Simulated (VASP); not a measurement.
Here is the system:

```
PdC
1.0
    2.98691     0.00000     0.00000
   -1.49345     2.58674     0.00000
    0.00000     0.00000     5.41581
Pd C
2 2
Direct
  0.00000   0.00000   0.00000
  0.00000   0.00000   0.50000
  0.33333   0.66667   0.25000
  0.66667   0.33333   0.75000
```

These are PBEsol GGA, VASP's PBE PAW potentials (set 64) (plane waves; VASP 6.6.1) values and carry that method's errors. Settings: 520 eV cut-off, 13×13×7 Γ-centred mesh, tetrahedra with Blöchl corrections, potentials Pd C.

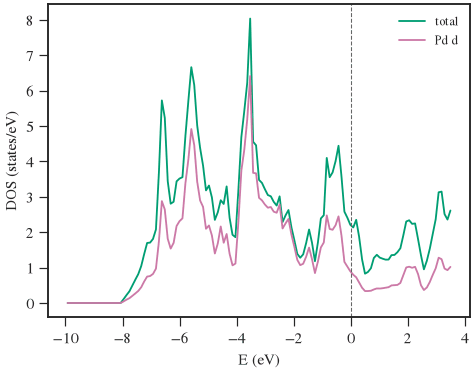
Fig. 1. Total and projected density of states, zero at the Fermi level

Within 2 eV below the Fermi level the largest weight inside VASP's projection spheres is Pd d, then C p.

It has no gap at this level: it comes out as a metal or semimetal.

The structure was generated: PdC was put into the NiAs type type (P6_3/mmc), which need not be its known phase. It was relaxed first, which changed the volume by -14 %.
